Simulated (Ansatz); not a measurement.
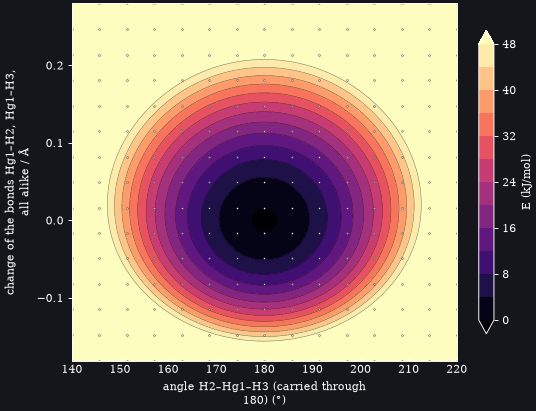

HgH2. 
- Coordinates scanned: (1) angle H2–Hg1–H3 (carried through 180); (2) change of the bonds Hg1–H2, Hg1–H3, all alike.
- Nothing is relaxed (all other coordinates rigid).
- Grid: 15 × 15 points; 120 points were computed and 105 follow by symmetry.
- Points are written as (first, second).
- Energies: kJ/mol, counted from the lowest grid point.
- Level of theory: RKS r2SCAN-D4/def2-TZVP (Ansatz 0.2.0).

The picture shows filled contours, dots at the grid points, one colour for all values above the top of the scale. Between grid points the surface is interpolated.

Where is the minimum, and how stiff is the well along each coordinate?

The interpolated minimum is at the first coordinate ≈ 180.0°, the second coordinate ≈ 0.000 Å. The curvatures there are about 3.4 eV/rad² and 32 eV/Å², with a cross term of about 0 eV/(rad·Å). Round the minimum the two coordinates are nearly uncoupled. (1 eV is 96.5 kJ/mol.)
